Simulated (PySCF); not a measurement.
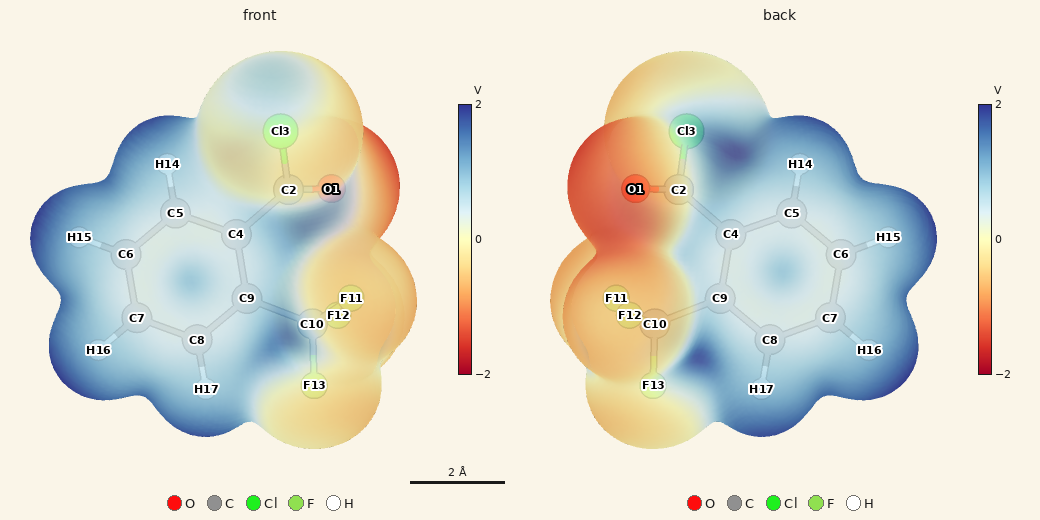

The picture shows: C8H4ClF3O. The electrostatic potential painted on the density surface at 0.004 e/bohr³, seen from the front and from behind; red is negative and blue positive.

Geometry: GFN2-xTB.

Level of theory: PBE0/pcSseg-1, SCF density, gas phase, non-relativistic in PySCF.

```yaml
atoms:
  - { symbol: O, position_ang: [-2.6882, 1.1754, 0.2527] }
  - { symbol: C, position_ang: [-1.5753, 1.5280, 0.0565] }
  - { symbol: Cl, position_ang: [-1.2458, 3.1983, -0.4287] }
  - { symbol: C, position_ang: [-0.3309, 0.7417, 0.1832] }
  - { symbol: C, position_ang: [0.7761, 1.2881, 0.8271] }
  - { symbol: C, position_ang: [1.9232, 0.5377, 1.0108] }
  - { symbol: C, position_ang: [1.9843, -0.7649, 0.5453] }
  - { symbol: C, position_ang: [0.8977, -1.3178, -0.1118] }
  - { symbol: C, position_ang: [-0.2589, -0.5733, -0.2928] }
  - { symbol: C, position_ang: [-1.4165, -1.1868, -1.0426] }
  - { symbol: F, position_ang: [-1.9375, -0.3521, -1.9541] }
  - { symbol: F, position_ang: [-2.4125, -1.5724, -0.2363] }
  - { symbol: F, position_ang: [-1.0433, -2.2853, -1.7213] }
  - { symbol: H, position_ang: [0.7230, 2.3018, 1.1917] }
  - { symbol: H, position_ang: [2.7717, 0.9733, 1.5155] }
  - { symbol: H, position_ang: [2.8779, -1.3529, 0.6861] }
  - { symbol: H, position_ang: [0.9482, -2.3268, -0.4912] }
```

### Describe the electrostatic potential map.

The most negative region (about −1.4 V) lies over O1, the most positive (about +1.9 V) over C2, C10, H15 and H16. Cl3 shows a σ-hole: about +0.8 V at the tip opposite its bond, against about +0.1 V on its flanks. O1 is the likeliest acceptor of a hydrogen bond.
